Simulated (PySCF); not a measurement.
Input file:

```
{"job": {"kind": "epr", "basis": "pcH-1"}, "charge": 0, "multiplicity": 2}
C     -2.528718     0.850766     0.613972
O     -1.275496     0.414970     0.497576
Si    -0.590394    -0.859467    -0.259139
C      1.249693    -0.670321     0.154171
C      1.877182     0.601291    -0.409472
H     -3.340818     0.302031     0.178858
H     -2.680986     1.727805     1.210804
H     -0.848001    -0.789562    -1.703328
H     -1.142620    -2.118589     0.255954
H      1.779796    -1.537028    -0.241980
H      1.397405    -0.688300     1.235288
H      2.930546     0.667976    -0.139671
H      1.802523     0.617516    -1.494772
H      1.369211     1.480438    -0.019991
```

Launched as:

```sh
OMP_NUM_THREADS=1 python probes_run.py task.json out
```

Geometry: GFN2-xTB.

These are results of UKS B3LYP, pcH-1 on C H O Si, non-relativistic, mean-field spin-orbit, GIAO in PySCF 2.14.0, density-fitted response routines, not measurements.

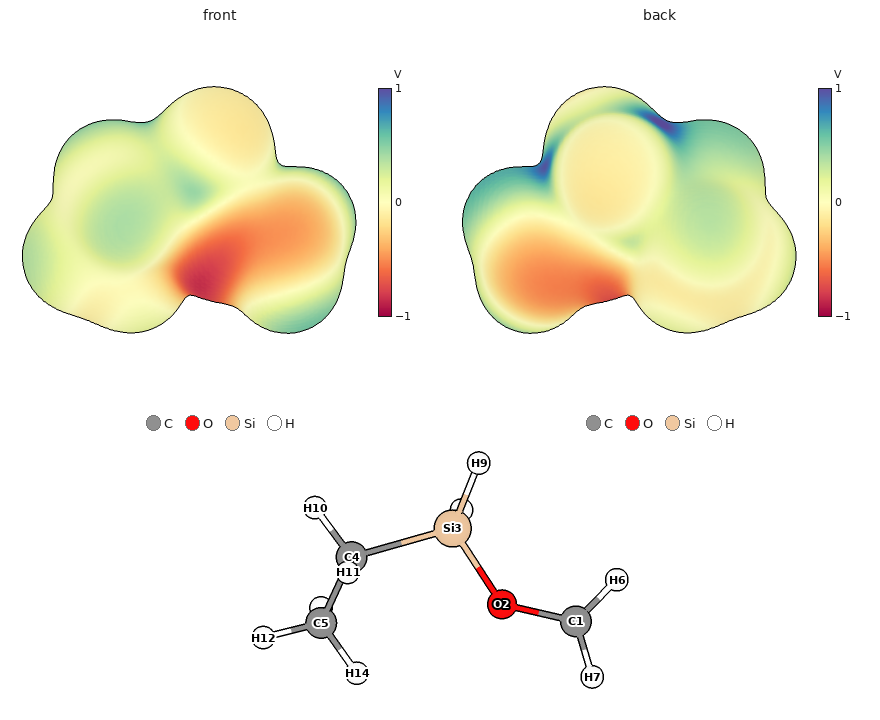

C₃H₉OSi (SMILES [CH2]O[SiH2]CC) (doublet). The electrostatic potential painted on the density surface at 0.001 e/bohr³, seen from the front and from behind; the colour scale runs from red (negative) to blue (positive). The bare structure is drawn below in the same view.

### Describe the electrostatic potential map.

The most negative region (about −0.8 V, or −18 kcal/mol for a unit charge) lies over O2, the most positive (about +1.0 V, or +23 kcal/mol for a unit charge) over Si3.
